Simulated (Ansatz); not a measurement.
LiNbO₃ (space group R-3c)

```xyz
10
Lattice="2.5621 1.4792 4.5182 -2.5621 1.4792 4.5182 0.0000 -2.9585 4.5182" Properties=species:S:1:pos:R:3 pbc="T T T"
Li     0.0000     0.0000    10.1660
Li     0.0000     0.0000     3.3887
Nb     0.0000     0.0000     0.0000
Nb     0.0000     0.0000     6.7773
O     -0.6385     1.4792     7.9069
O      0.6385    -1.4792     5.6478
O     -0.9618    -1.2926     7.9069
O      0.9618     1.2926     5.6478
O      1.6003    -0.1866     7.9069
O     -1.6003     0.1866     5.6478
```

The atoms are displaced by Q × the pattern below (from a DFPT mode at Γ, largest move 1; Q in Å), at fixed cell.

```json
[
 {"atom": "Li1", "x": "0.000", "y": "0.000", "z": "1.000"},
 {"atom": "Li2", "x": "0.000", "y": "0.000", "z": "-1.000"},
 {"atom": "O5", "x": "0.000", "y": "0.062", "z": "-0.083"},
 {"atom": "O6", "x": "0.000", "y": "-0.062", "z": "0.083"},
 {"atom": "O7", "x": "-0.054", "y": "-0.031", "z": "-0.083"},
 {"atom": "O8", "x": "0.054", "y": "0.031", "z": "0.083"},
 {"atom": "O9", "x": "0.054", "y": "-0.031", "z": "-0.083"},
 {"atom": "O10", "x": "-0.054", "y": "0.031", "z": "0.083"}
]
```

Atoms not listed stay in place.

These are LDA (plane waves to 420 eV, PAW, scalar-relativistic; Ansatz, a first-principles code) values and carry that method's errors. k mesh 8×8×8 (Γ-centred), fixed occupations. LiNbO3 is run without spin polarisation. LiNbO3 was relaxed with its symmetry unable to fall. This is one of several known forms of LiNbO3; the measured ambient cells at hand have space group No. 161. ΔE is measured from the undisplaced structure.

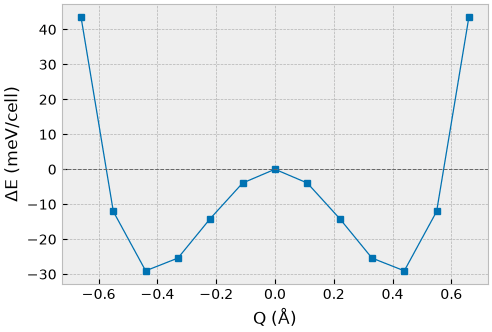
Figure. ΔE (meV/cell) against Q (Å); markers are the computed points, lines only join them.

Question: Is this a single well or a double well?

Answer: A double well: the undisplaced structure is a maximum between two minima.

Question: By a smooth curve through the points, how far does the most displaced atom move to reach the deepest minimum?

Answer: About 0.42 Å from zero.

Question: By a smooth curve, how deep is the well, measured from the undisplaced structure?

Answer: About 29 meV/cell, cell held fixed.

Question: What is the energy change at Q = 0.660 Å?

Answer: About 44 meV/cell.

(For displaced atoms, the force is minus the slope of the energy, and its curvature is a force constant, which sets phonon frequencies.)
